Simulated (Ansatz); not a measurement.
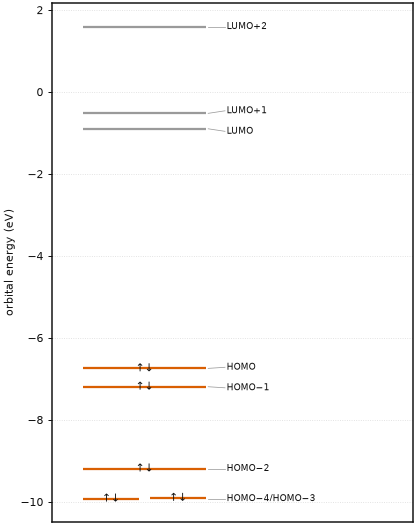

C₆H₅F, SMILES Fc1ccccc1. Kohn-Sham orbital energies near the frontier, r2SCANh/def2-TZVPP, the Ansatz code, at a PBE0-D4/def2-TZVP geometry (a minimum by its frequencies), isolated molecule; empty levels in grey, levels within 0.03 eV side by side.

Question: Where do the frontier orbitals lie?

Answer: HOMO at −6.75 eV, LUMO at −0.90 eV, 5.84 eV apart.

Question: How far below the HOMO does the next level lie?

Answer: 0.45 eV.

Known limits of this run: empty levels above zero depend strongly on the basis.
